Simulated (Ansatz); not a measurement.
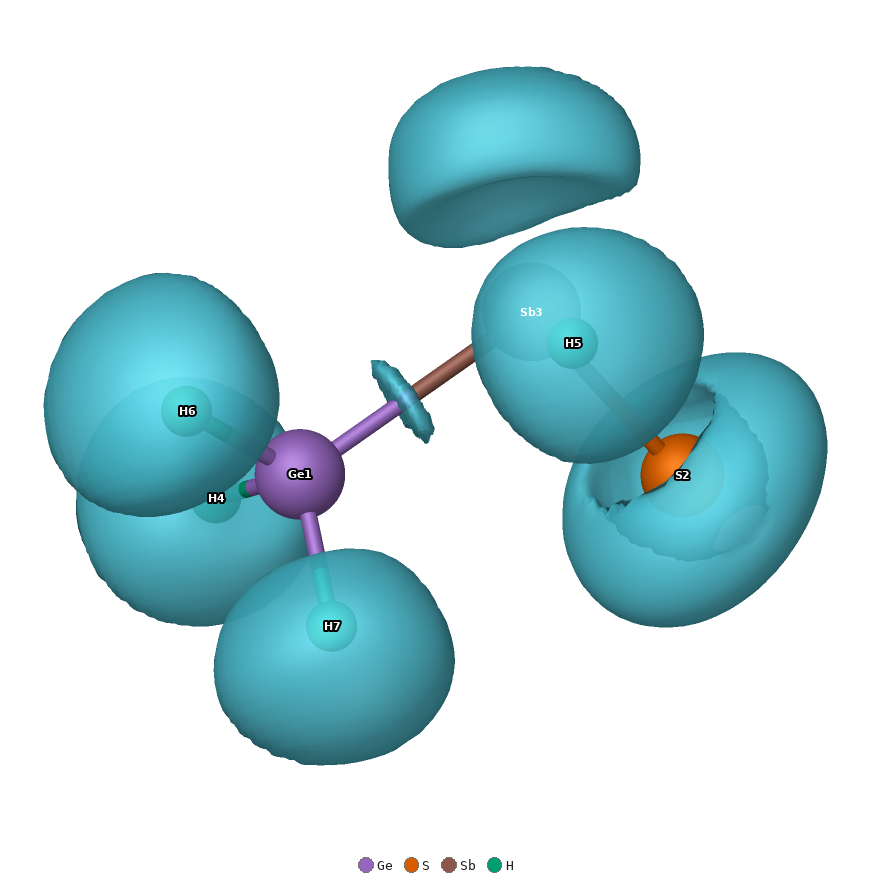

*GeH4SSb (charge −1). Isosurface of the electron localisation function at 0.8 (cyan), seen at an oblique angle. Only the valence region is drawn (cores and ρ < 0.01 e/Å³ removed).*

Geometry: B3LYP-D3(BJ)/def2-SVPD; core potentials replace the inner electrons of Sb.

Method: Ansatz, isolated molecule in a Gaussian basis; Kohn-Sham density functional theory, functional PBE0.

Input

```
crystal:
  periodic: [false, false, false]
  atoms:
    - {symbol: Ge, position_ang: [0.073718, 0.145141, 1.238902]}
    - {symbol: S, position_ang: [0.402723, -2.345952, -1.749005]}
    - {symbol: Sb, position_ang: [-1.162793, -0.726603, -0.985991]}
    - {symbol: H, position_ang: [-0.001531, -0.905389, 2.387254]}
    - {symbol: H, position_ang: [-0.590049, 0.748710, -1.758439]}
    - {symbol: H, position_ang: [-0.531906, 1.445064, 1.874217]}
    - {symbol: H, position_ang: [1.588318, 0.447829, 1.062312]}
basis:
  gaussian:
    orbitals: def2-TZVPD
total_charge: -1
magnetization:
  spin_polarized: false
  initial_magnetization: 0
hamiltonian:
  xc: pbe0
output: {forces: true, orbitals: {seedname: orbitals}}
```

Run with:

```sh
ansatz run input.yaml --threads 2 --pin off --max-ram 4350MiB --events-out events.jsonl --progress --plain --runs-dir runs
```

Question: What do the ELF domains correspond to?

Answer: The surface consists of one region between bonded Ge–Sb atoms (shared pairs), four regions around hydrogen nuclei, one ring or bowl of non-bonding electrons around S and one lobe on Sb, pointing away from the bonds (lone pairs).

Values along the shortest contacts:
Sb–S (2.38 Å): the ELF peaks at about 0.75 in the valence shell of S, 1.0 Å from its nucleus, and drops to about 0.20 between the two atoms. Ge–Sb (2.69 Å): the ELF peaks at about 0.85 between the atoms (a shared electron pair).
